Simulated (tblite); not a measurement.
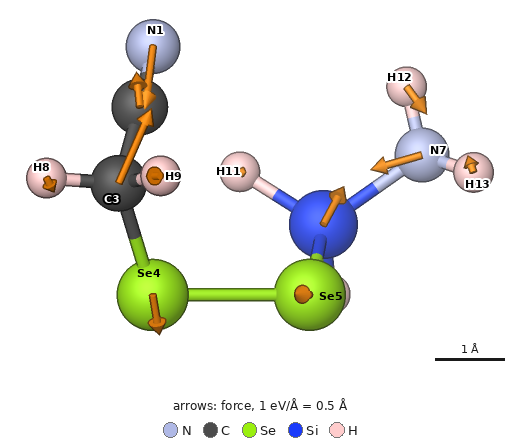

Starting geometry of C$_{2}$H$_{6}$N$_{2}$Se$_{2}$Si with the computed forces as orange arrows. The picture is a ball-and-stick view, seen from a free direction.

Computed with tblite, GFN2-xTB geometry optimisation, gas phase. 

### Is this structure relaxed? If not, where do the atoms go?

It isn't relaxed: the largest force vector, on a C atom, is 2.47 eV/Å. The final displacements have little in common with the starting forces (cosine between the two patterns 0.13). After 171 geometry steps the energy has fallen by 49.4 kJ/mol. The atom that moves furthest after the best rigid fit is an H atom (1.47 Å). By element the largest moves are H 1.47 Å, N 1.22 Å, C 0.75 Å, Se 0.65 Å, Si 0.28 Å. Some distances before and after: C–Se 1.926 → 2.022 Å, Se–Si 2.289 → 2.384 Å, Se–Se 2.369 → 2.291 Å, N–Si 1.775 → 1.705 Å. Bond angles that change, for instance: C–Se–Se 110.9° → 100.9°, H–Si–H 108.8° → 118.1°, Se–C–H 115.2° → 106.1°. Groups turn about N–Si by about 55°, Se–Si by about 50°.
